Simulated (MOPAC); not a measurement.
# Geometry relaxation of C$_{2}$H$_{7}$N$_{3}$Si (charge +1) (part 2 of 2)

C$_{2}$H$_{7}$N$_{3}$Si, charge +1, multiplicity 2; PM6, ROHF (MOPAC 23.2.5). The starting geometry was optimised with PM6.

Geometry of the input (Å):
```
C  -0.4370  -0.3528  1.5421
Si 0.6886  -0.1453  0.0943
N  0.4998  -1.4823  -0.9571
N  0.4463  1.4436  -0.6371
C  -0.7726  1.9536  -0.9832
N  -1.8158  2.3829  -1.2695
H  -0.2575  -1.3167  2.0473
H  -1.5058  -0.3038  1.2849
H  -0.2432  0.4497  2.2771
H  2.0913  -0.0700  0.4670
H  1.0711  -1.6612  -1.7703
H  -0.2694  -2.1352  -0.9314
H  1.2367  2.0465  -0.9037
```

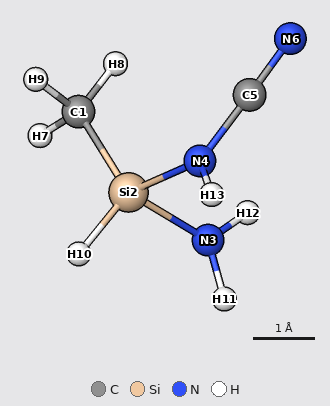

*The geometry at step 57 of the log (ball-and-stick view, seen at a tilt; atoms are numbered from 1 in the order of the input).*

**Output, continued**
```
          GRADIENT NORM           =          0.00967          =       0.00268 PER ATOM
          IONIZATION POTENTIAL    =         15.904432 EV          STATE:   1 DOUBLET A
          HOMO (SOMO) LUMO (EV)   =      -15.589 (-12.053) -4.439
          NO. OF FILLED LEVELS    =         16
          AND NO. OF OPEN LEVELS  =          1
          MOLECULAR WEIGHT        =        101.1829         POINT GROUP:  C1

          MOLECULAR DIMENSIONS (Angstroms)

            Atom       Atom       Distance
            H     7    N     6     5.20604
            H    11    H     9     4.71156
            H     8    H    10     3.20875

          SCF CALCULATIONS        =        104

          WALL-CLOCK TIME         =      5.008 SECONDS
          COMPUTATION TIME        =      5.000 SECONDS

   ATOM   CHEMICAL          X               Y               Z
  NUMBER   SYMBOL      (ANGSTROMS)     (ANGSTROMS)     (ANGSTROMS)

     1       C         -0.42879893  *  -0.33978960  *   1.66721688  *
     2      Si          0.73048271  *  -0.15393382  *   0.29990286  *
     3       N          0.41529793  *  -1.17900620  *  -1.11461584  *
     4       N          0.47942427  *   1.30621421  *  -0.72701915  *
     5       C         -0.76052888  *   1.81010852  *  -1.05413826  *
     6       N         -1.81042150  *   2.23043570  *  -1.30854993  *
     7       H         -0.28869804  *  -1.32189791  *   2.17973542  *
     8       H         -1.51289646  *  -0.27328500  *   1.45760712  *
     9       H         -0.23639340  *   0.42739827  *   2.45629383  *
    10       H          2.14550266  *  -0.20290436  *   0.60518493  *
    11       H          1.13759358  *  -1.52479313  *  -1.74764732  *
    12       H         -0.50178195  *  -1.44166208  *  -1.47156482  *
    13       H          1.26041650  *   1.79261907  *  -1.21303127  *

                             CARTESIAN COORDINATES

   1    C       -0.428798933    -0.339789596     1.667216882
   2   Si        0.730482707    -0.153933820     0.299902862
   3    N        0.415297934    -1.179006202    -1.114615838
   4    N        0.479424269     1.306214208    -0.727019146
   5    C       -0.760528884     1.810108523    -1.054138264
   6    N       -1.810421497     2.230435698    -1.308549935
   7    H       -0.288698037    -1.321897909     2.179735418
   8    H       -1.512896460    -0.273285005     1.457607122
   9    H       -0.236393402     0.427398275     2.456293829
  10    H        2.145502658    -0.202904363     0.605184927
  11    H        1.137593583    -1.524793130    -1.747647315
  12    H       -0.501781946    -1.441662078    -1.471564815
  13    H        1.260416499     1.792619070    -1.213031267

           Empirical Formula: C2 H7 N3 Si  =    13 atoms

      MOLECULAR POINT GROUP   :   C1

                  EIGENVALUES
 -37.22042 -35.74567 -35.08284 -29.14206 -25.03090 -23.22467 -22.19717 -20.56699
 -19.67548 -18.34442 -17.86747 -17.72238 -17.64462 -17.13609 -15.66557 -15.58942
 -12.05324  -4.43948  -4.10812  -3.86748  -3.66177  -3.42307  -3.25885  -3.09233
  -2.67738  -2.32561  -0.94206  -0.28671   0.21535   0.38269   0.59945   0.68262
   1.34665   1.50786   1.57604   2.76657

              NET ATOMIC CHARGES AND DIPOLE CONTRIBUTIONS

  ATOM NO.   TYPE          CHARGE      No. of ELECS.   s-Pop       p-Pop       d-Pop
    1          C          -0.784771        4.7848     1.08659     3.69818
    2         Si           0.762594        3.2374     1.04927     1.32754     0.86060
    3          N          -0.384269        5.3843     1.50497     3.87930
    4          N          -0.203795        5.2038     1.50270     3.70110
    5          C           0.063422        3.9366     1.09581     2.84077
    6          N          -0.010593        5.0106     1.81177     3.19882
    7          H           0.236837        0.7632     0.76316
    8          H           0.222343        0.7777     0.77766
    9          H           0.235175        0.7648     0.76482
   10          H           0.033091        0.9669     0.96691
   11          H           0.269983        0.7300     0.73002
   12          H           0.264540        0.7355     0.73546
   13          H           0.295443        0.7046     0.70456
 DIPOLE           X         Y         Z       TOTAL
 POINT-CHG.     3.890    -2.637    -0.385     4.715
 HYBRID        -0.310    -0.187    -0.479     0.600
 SUM            3.580    -2.824    -0.864     4.641

          ATOMIC ORBITAL ELECTRON POPULATIONS

     Atom    s        px        py        pz      x^2-y^2     xz        z^2       yz        xy
    1  C   1.08659   1.23187   1.20592   1.26039
    2 Si   1.04927   0.60205   0.31105   0.41444   0.24744   0.16068   0.20425   0.20962   0.03860
    3  N   1.50497   1.20455   1.31824   1.35651
    4  N   1.50270   1.07998   1.24856   1.37255
    5  C   1.09581   0.90253   0.96584   0.97240
    6  N   1.81177   1.12686   1.03306   1.03890
    7  H   0.76316
    8  H   0.77766
    9  H   0.76482
   10  H   0.96691
   11  H   0.73002
   12  H   0.73546
   13  H   0.70456

 *                    *
 * JOB ENDED NORMALLY *
 *                    *

 TOTAL JOB TIME:             5.01 SECONDS

 == MOPAC DONE ==
```

**Trajectory as extended XYZ (Å, eV, eV/Å), 8 of the 100 frames kept, from step=0 to step=99**
```
13
Properties=species:S:1:pos:R:3:forces:R:3 step=0 energy=9.04937
C    -0.4370   -0.3528    1.5421    0.4635   0.5549  -1.4731
Si    0.6886   -0.1453    0.0943    0.3511  -0.7237   3.1615
N     0.4998   -1.4823   -0.9571   -0.1797  -0.0299  -1.0259
N     0.4463    1.4436   -0.6371   -0.7316   0.6535  -0.7849
C    -0.7726    1.9536   -0.9832    0.1613   0.0156   0.0031
N    -1.8158    2.3829   -1.2695   -0.2511   0.0833  -0.0374
H    -0.2575   -1.3167    2.0473   -0.0027  -0.0729   0.1593
H    -1.5058   -0.3038    1.2849   -0.1461  -0.0851   0.2926
H    -0.2432    0.4497    2.2771   -0.0569  -0.0373   0.2690
H     2.0913   -0.0700    0.4670    0.0048  -0.0726  -0.2968
H     1.0711   -1.6612   -1.7703    0.3091  -0.3252  -0.1654
H    -0.2694   -2.1352   -0.9314   -0.2634  -0.2692  -0.0417
H     1.2367    2.0465   -0.9037    0.3416   0.3087  -0.0602
13
Properties=species:S:1:pos:R:3:forces:R:3 step=14 energy=8.69759
C    -0.4369   -0.3302    1.6002    0.0877   0.1204  -0.1644
Si    0.7214   -0.1927    0.2183   -0.0917   0.0372   0.1197
N     0.4907   -1.3486   -1.0589    0.1444  -0.0736  -0.1154
N     0.4242    1.3412   -0.7174    0.1266   0.0187   0.0418
C    -0.7888    1.8921   -1.0069   -0.1845   0.1463  -0.0983
N    -1.8201    2.3803   -1.2378    0.0118  -0.0941   0.0262
H    -0.3037   -1.2743    2.1709    0.0512  -0.0419   0.0525
H    -1.5096   -0.2995    1.3464   -0.1132   0.0009   0.0408
H    -0.2666    0.4957    2.3303   -0.0162  -0.0445   0.0578
H     2.1294   -0.0352    0.5033    0.0983  -0.1229   0.0696
H     1.2535   -1.7094   -1.6481   -0.1914   0.0441   0.0716
H    -0.3927   -1.7752   -1.3413    0.0853   0.0434  -0.0365
H     1.2281    1.8847   -1.1031   -0.0084  -0.0339  -0.0653
13
Properties=species:S:1:pos:R:3:forces:R:3 step=28 energy=8.66142
C    -0.4561   -0.3150    1.6302    0.0156  -0.0012  -0.0142
Si    0.7212   -0.1577    0.2739    0.0069  -0.0196   0.0259
N     0.4628   -1.2431   -1.1001    0.0632   0.0364  -0.0175
N     0.4739    1.3002   -0.7596    0.0173  -0.0080   0.0093
C    -0.7659    1.8360   -1.0234   -0.0104  -0.0086  -0.0282
N    -1.8195    2.2817   -1.2156    0.0226   0.0004  -0.0131
H    -0.2965   -1.2791    2.1706   -0.0255  -0.0153   0.0050
H    -1.5376   -0.2728    1.4055   -0.0100  -0.0177   0.0038
H    -0.2886    0.4744    2.4018    0.0068   0.0148  -0.0021
H     2.1273   -0.1701    0.6158    0.0270  -0.0082  -0.0143
H     1.2165   -1.5645   -1.7131   -0.0468  -0.0054   0.0215
H    -0.4284   -1.5811   -1.4570   -0.0149   0.0230   0.0154
H     1.2500    1.7637   -1.2767   -0.0517   0.0094   0.0083
13
Properties=species:S:1:pos:R:3:forces:R:3 step=42 energy=8.65706
C    -0.4385   -0.3289    1.6538   -0.0194   0.0021   0.0007
Si    0.7373   -0.1546    0.2982   -0.0124  -0.0040   0.0056
N     0.4239   -1.1833   -1.1138   -0.0129  -0.0315   0.0058
N     0.4830    1.2992   -0.7367   -0.0040   0.0160  -0.0093
C    -0.7607    1.8084   -1.0423    0.0029  -0.0010  -0.0001
N    -1.8134    2.2336   -1.2763    0.0067  -0.0028  -0.0032
H    -0.2965   -1.3017    2.1837    0.0035   0.0131   0.0032
H    -1.5195   -0.2774    1.4228   -0.0009  -0.0160  -0.0078
H    -0.2800    0.4547    2.4335    0.0322  -0.0092   0.0030
H     2.1521   -0.2081    0.6069   -0.0143   0.0072   0.0053
H     1.1467   -1.5260   -1.7475    0.0042   0.0039  -0.0087
H    -0.4920   -1.4608   -1.4639    0.0115   0.0187   0.0044
H     1.2567    1.7770   -1.2416    0.0028   0.0033   0.0012
13
Properties=species:S:1:pos:R:3:forces:R:3 step=57 energy=8.65633
C    -0.4297   -0.3382    1.6665    0.0030  -0.0008   0.0005
Si    0.7302   -0.1555    0.2993    0.0016   0.0015  -0.0002
N     0.4143   -1.1785   -1.1164    0.0005   0.0019   0.0008
N     0.4807    1.3061   -0.7261    0.0002   0.0018  -0.0007
C    -0.7594    1.8098   -1.0527   -0.0004   0.0001  -0.0002
N    -1.8100    2.2291   -1.3062    0.0036   0.0006  -0.0008
H    -0.2776   -1.3123    2.1909   -0.0025  -0.0026  -0.0008
H    -1.5142   -0.2877    1.4544    0.0027   0.0001   0.0012
H    -0.2480    0.4402    2.4470   -0.0015   0.0003  -0.0001
H     2.1453   -0.2067    0.6040   -0.0016   0.0004   0.0019
H     1.1368   -1.5251   -1.7487    0.0001  -0.0009  -0.0003
H    -0.5027   -1.4382   -1.4754   -0.0020  -0.0023  -0.0003
H     1.2622    1.7933   -1.2105   -0.0038   0.0001  -0.0011
13
Properties=species:S:1:pos:R:3:forces:R:3 step=71 energy=8.65632
C    -0.4284   -0.3409    1.6677    0.0000  -0.0002   0.0001
Si    0.7301   -0.1542    0.2998   -0.0001   0.0002  -0.0003
N     0.4140   -1.1789   -1.1147    0.0004   0.0000   0.0002
N     0.4795    1.3064   -0.7266    0.0002  -0.0002   0.0002
C    -0.7600    1.8110   -1.0544   -0.0004  -0.0001   0.0001
N    -1.8094    2.2320   -1.3096   -0.0003  -0.0003  -0.0003
H    -0.2779   -1.3181    2.1868   -0.0007  -0.0001   0.0001
H    -1.5129   -0.2875    1.4569   -0.0002   0.0007   0.0000
H    -0.2451    0.4335    2.4518    0.0008  -0.0002  -0.0002
H     2.1452   -0.2033    0.6045    0.0003  -0.0003   0.0000
H     1.1359   -1.5251   -1.7480    0.0004   0.0000   0.0003
H    -0.5033   -1.4411   -1.4714   -0.0004   0.0001  -0.0003
H     1.2610    1.7925   -1.2121    0.0000   0.0004   0.0002
13
Properties=species:S:1:pos:R:3:forces:R:3 step=85 energy=8.65629
C    -0.4289   -0.3398    1.6671   -0.0001   0.0002  -0.0001
Si    0.7305   -0.1540    0.2999    0.0001   0.0001  -0.0002
N     0.4153   -1.1790   -1.1147    0.0000   0.0000   0.0000
N     0.4795    1.3061   -0.7272    0.0001   0.0000   0.0000
C    -0.7605    1.8102   -1.0540   -0.0001   0.0002   0.0002
N    -1.8104    2.2307   -1.3081    0.0000  -0.0003  -0.0002
H    -0.2876   -1.3211    2.1807    0.0000  -0.0002  -0.0002
H    -1.5130   -0.2749    1.4571   -0.0001   0.0002   0.0002
H    -0.2378    0.4285    2.4555    0.0002  -0.0001   0.0001
H     2.1455   -0.2030    0.6052   -0.0001  -0.0001   0.0002
H     1.1376   -1.5248   -1.7477    0.0000   0.0000   0.0000
H    -0.5018   -1.4417   -1.4716    0.0000   0.0000   0.0001
H     1.2604    1.7923   -1.2134    0.0000   0.0001   0.0001
13
Properties=species:S:1:pos:R:3:forces:R:3 step=99 energy=8.65629
C    -0.4288   -0.3398    1.6672    0.0001   0.0000   0.0001
Si    0.7305   -0.1539    0.2999    0.0000   0.0000   0.0000
N     0.4153   -1.1790   -1.1146   -0.0001   0.0000   0.0000
N     0.4794    1.3062   -0.7270   -0.0001   0.0001   0.0000
C    -0.7605    1.8101   -1.0541    0.0000   0.0000  -0.0002
N    -1.8104    2.2304   -1.3086    0.0000  -0.0001   0.0000
H    -0.2887   -1.3219    2.1797   -0.0001   0.0000  -0.0001
H    -1.5129   -0.2733    1.4576    0.0000   0.0001   0.0000
H    -0.2364    0.4274    2.4563    0.0001  -0.0001   0.0001
H     2.1455   -0.2029    0.6052    0.0000   0.0000   0.0000
H     1.1376   -1.5248   -1.7476    0.0001   0.0000   0.0000
H    -0.5018   -1.4417   -1.4716    0.0001   0.0000   0.0000
H     1.2604    1.7926   -1.2130    0.0000   0.0000   0.0000
```

**Summary**

| quantity | value |
| --- | --- |
| outcome | converged |
| heat of formation | 199.62 kcal/mol |
| basis functions | 36 |
| largest force | 0.000 eV/Å |
| wall time | 5.4 s |
| peak memory | 0.12 GiB |

**Notes**

MOPAC's energies along a path are heats of formation.
